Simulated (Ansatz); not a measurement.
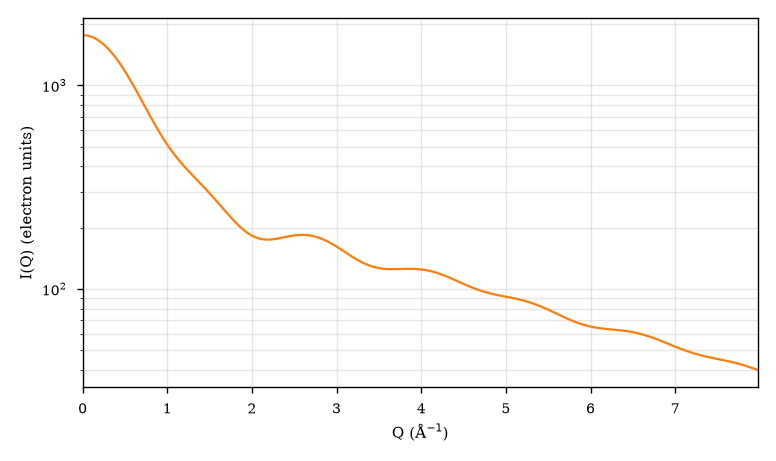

Elastic X-ray scattering of a randomly oriented, rigid molecule, calculated with the Debye equation from neutral-atom form factors (independent atoms, no Compton part, no vibration). The geometry is the end point of an optimisation (Ansatz, RKS LDA/def2-SVP); it may be a saddle point or a higher isomer. It contains Na, C, Si, H.

How many electrons does the independent-atom model of the molecule hold?

I(0) is the square of the electron number: I(0) = 1760, so about 42 electrons, the count of C2H5NaSi.

What radius of gyration does the initial fall-off give?

From I(Q) ≈ I(0) exp(−Q²R²/3) at small Q, R ≈ 2.28 Å. It is larger than the electron-weighted radius of the nuclear positions alone (2.14 Å), because each atom's electron cloud adds to it.
